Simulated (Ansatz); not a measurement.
## Hypothetical P6_3/mmc SiS2: pressure series

Start from SiS$_{2}$ in the 2H-MoS2 type structure (space group P6_3/mmc, No. 194; a = 3.2097 Å, c = 11.7677 Å; a hypothetical phase, not in the database extracts checked; layered, stacked along the Cartesian z axis).

Cell and atoms are relaxed at each pressure.

Levels (all Ansatz, a quantum-chemistry and plane-wave program, PAW, earlier PAW set): PBE-D3(BJ) (420 eV, without spin-orbit coupling); r2SCAN+rVV10 (500 eV, no SOC).

The base cell above is that of PBE-D3(BJ); each level relaxes its own structures.

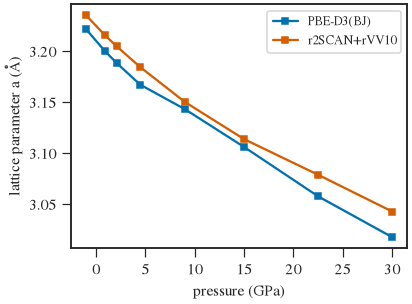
Figure: Lattice parameter a under two levels

Problem. How do the two levels compare along the series?

Solution. PBE-D3(BJ) lies below r2SCAN+rVV10 in every row, by 0.7 pm to 2.5 pm. They put the cases in the same order.

Load acts through the strain it causes; cell and atoms are relaxed under it. Whether these cells are dynamically stable was not tested. No other phases were tried under pressure. The final runs are not spin-polarised.
